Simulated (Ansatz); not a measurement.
## Electronic structure of F₂HOSi₂ (SMILES F[SiH](F)O[Si]) (doublet) in real space

Input file:

```
crystal:
  periodic: [false, false, false]
  atoms:
    - {symbol: F, position_ang: [-0.242340, 1.932849, -0.191367]}
    - {symbol: F, position_ang: [1.756857, 0.448893, 0.497836]}
    - {symbol: O, position_ang: [-0.623614, -0.655063, 0.103255]}
    - {symbol: Si, position_ang: [0.169748, 0.646020, 0.682315]}
    - {symbol: Si, position_ang: [-0.832358, -1.962817, -0.940692]}
    - {symbol: H, position_ang: [-0.136223, 0.882418, 2.097723]}
basis:
  gaussian: {orbitals: def2-TZVPD}
magnetization: {spin_polarized: true, initial_magnetization: 1}
hamiltonian: {xc: pbe0}
output: {forces: true, orbitals: {seedname: orbitals}}
```

Command:

```sh
ansatz run input.yaml --threads 1 --pin off --max-ram 2610MiB --events-out events.jsonl --progress --plain --runs-dir runs
```

Geometry: PBE0-D3(BJ)/pcseg-1.

The calculation used Ansatz, isolated molecule in a Gaussian basis; Kohn-Sham density functional theory, functional PBE0.

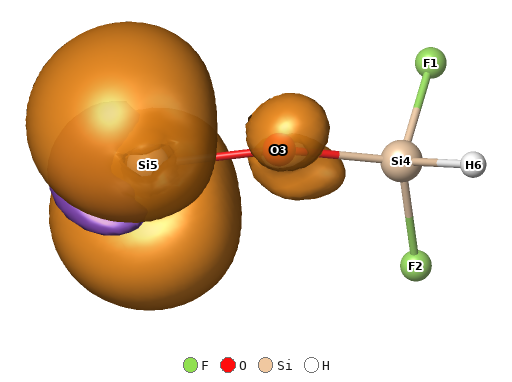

Figure 1. Isosurfaces of the spin density (α minus β) at +0.015 (orange) and −0.015 e/Å³ (purple), seen across its widest extent.

Q: Describe the spin distribution.

A: The unpaired spin (1 electron) lies mostly on Si5 (about 0.9), in electrons by Hirshfeld's partition.

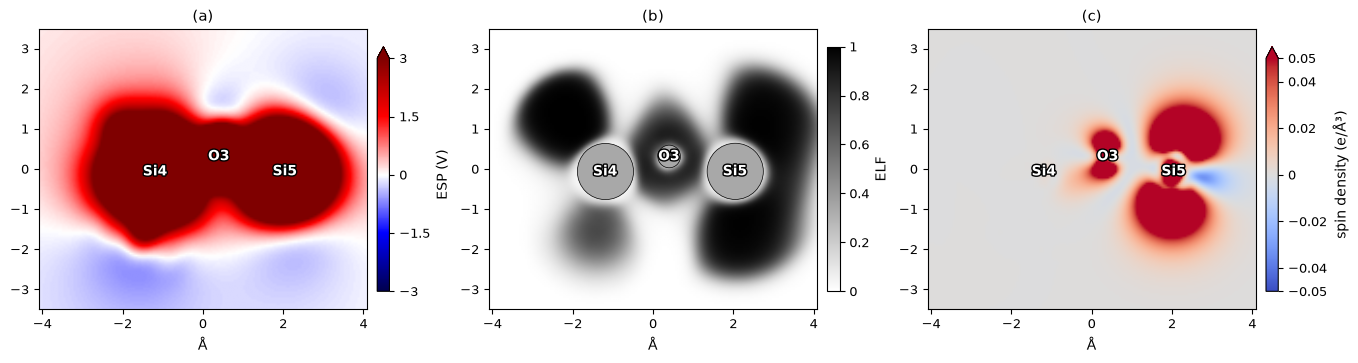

Figure 2. (a) molecular electrostatic potential; (b) ELF; (c) spin density on the plane of atoms Si4, O3 and Si5. Grey discs cover the atomic cores in the ELF map.

Q: Interpret the plot.

A:
- Atoms in the plane: O and Si.
- Si–O (1.63 Å): the ELF peaks at about 0.85 between the atoms; a shared but strongly polarised pair.
- Si–O (1.69 Å): the ELF peaks at about 0.85 between the atoms; a polar covalent bond.
- The ELF also peaks beside Si5 and O3, away from the bonds: non-bonding electrons, paired or unpaired.
- Outside the dense part of the molecule the potential is most negative (−0.7 V) near F2, which lies off the plane.

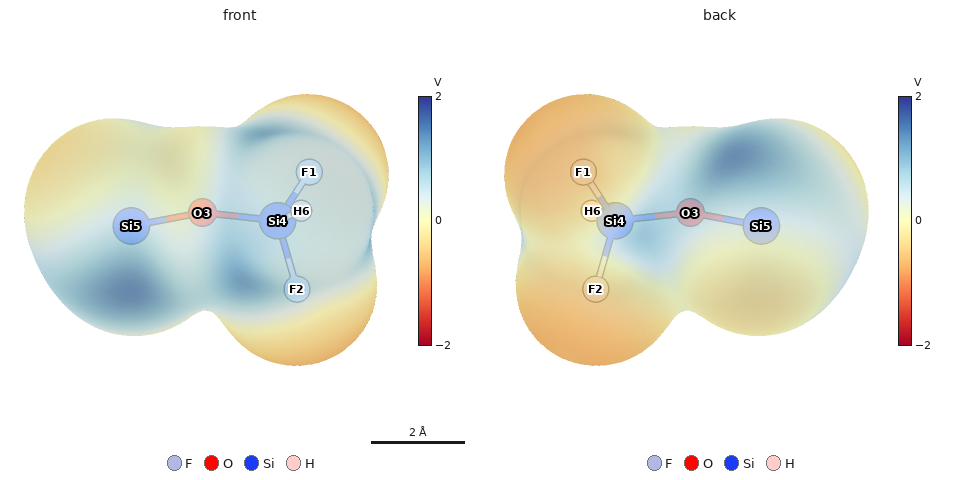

Figure 3. The molecular electrostatic potential painted on the density surface at 0.001 e/bohr³, seen from the front and from behind; red is negative and blue positive.

Q: Where is the surface potential most negative and most positive?

A: The most negative region (about −0.7 V) lies over F1 and F2, the most positive (about +1.5 V) over Si5.
